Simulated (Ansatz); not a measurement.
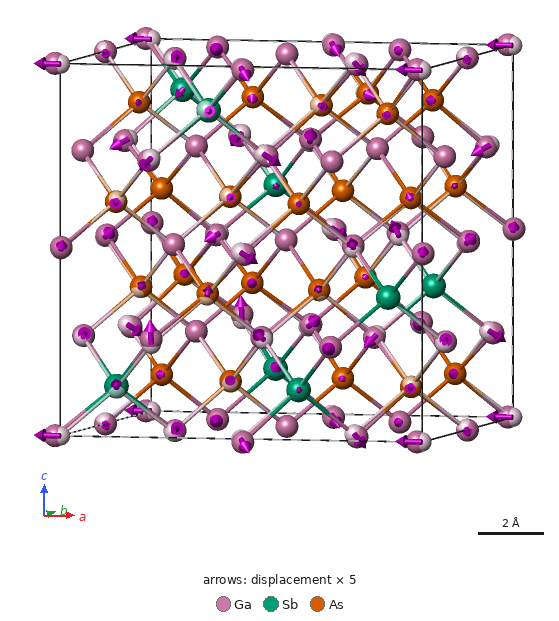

This is a relaxation of a crystal of Ga₃₂Sb₈As₂₄ (a generated structure, set up in P1). The starting structure is drawn faded, the final one solid; purple arrows show the displacements, magnified 5 times.

A ball-and-stick model of the cell of the calculation, seen from a free direction.

Computed with DFT, PBEsol, PAW, plane waves (Ansatz). (plane-wave cutoff 420 eV; k-point mesh 1 × 1 × 1; mesh shifted by (0.5, 0.5, 0.5); no spin polarisation; cell relaxed at fixed shape; force threshold 0.03 eV/Å; at most 80 steps)

Question: Which element moves most?

Answer: Gallium: up to 0.18 Å, against 0.12 Å for arsenic.

Question: What happened in the run?

Answer: The energy falls by 36.2 meV per atom in 4 geometry steps. The largest force component goes from 1.7 to 0.0062 eV/Å. The pressure goes from 0.89 to 0.00 GPa. The largest moves relative to the cell, 0.18 Å, are those of Ga atoms. By element the largest moves are Ga 0.18 Å, As 0.12 Å, Sb 0.10 Å. The volume changes by +0.4 %, with a = b = c 11.547 → 11.563 Å (+0.1 %). Among the contacts that change: Ga–Sb 2.457 → 2.622 Å, Ga–Sb 2.483 → 2.633 Å, Ga–Sb 2.478 → 2.608 Å, Ga–Sb 2.495 → 2.614 Å. Among the angles between lasting bonds that change: As–Ga–As 108.4° → 115.9°, Sb–Ga–Sb 110.2° → 103.8°, Sb–Ga–Sb 109.3° → 103.4°. The space group stays P1 (No. 1). The run took 16 s on 1 × NVIDIA GB300 Max-Q with 8 threads of Arm Neoverse-V2, peak memory 2.2 GiB.
